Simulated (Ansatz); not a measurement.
Consider ClGaGeH3In.

```xyz
7

Cl   -0.2864   -0.3806    2.8582
Ga    1.3754   -1.2598    1.4896
Ge   -0.0011   -1.6283   -0.4847
In   -2.4115   -1.7032    1.2260
H     2.6089   -1.5303    2.4429
H     0.0123   -0.1518   -1.0155
H     0.8040   -2.4199   -1.5599
```

Geometry: B3LYP-D3(BJ)/def2-SVP; core potentials replace the inner electrons of In.

All numbers below come from Ansatz, isolated molecule in a Gaussian basis; Kohn-Sham density functional theory, functional PBE0.

### What can the converged electron density and electron localisation function tell about the bonding?

Ga–Cl (2.33 Å): ρ is about 0.52 e/Å³ halfway, with its minimum of 0.45 e/Å³ about 1.0 Å from Ga; the ELF peaks at about 0.85 in the valence shell of Cl, 0.8 Å from its nucleus, and is about 0.55 at the midpoint.
Ga–Ge (2.43 Å): the density is about 0.5 e/Å³ at the midpoint; the ELF peaks at about 0.80 between the atoms; a shared electron pair.
Ge–H (1.56 Å): ρ at the midpoint is about 1 e/Å³; the ELF climbs to about 1 towards the hydrogen.

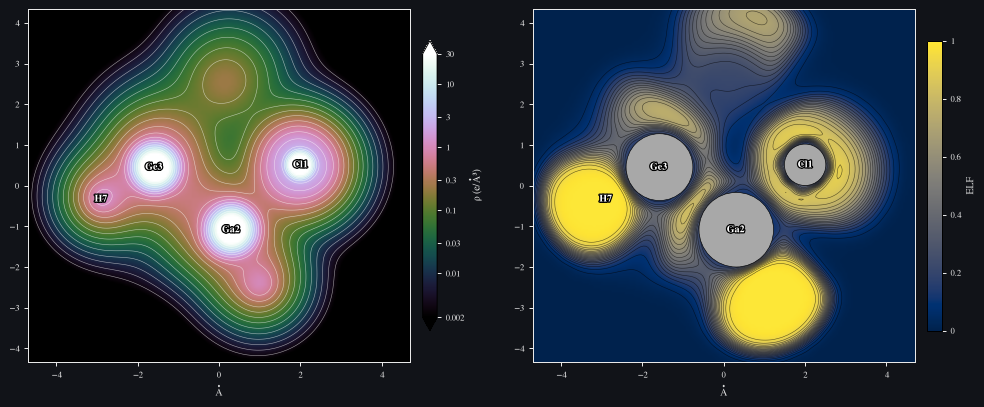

Computed electron density and electron localisation function on the plane of atoms Cl1, Ga2 and Ge3, in this order. Grey discs cover the atomic cores in the ELF map. 
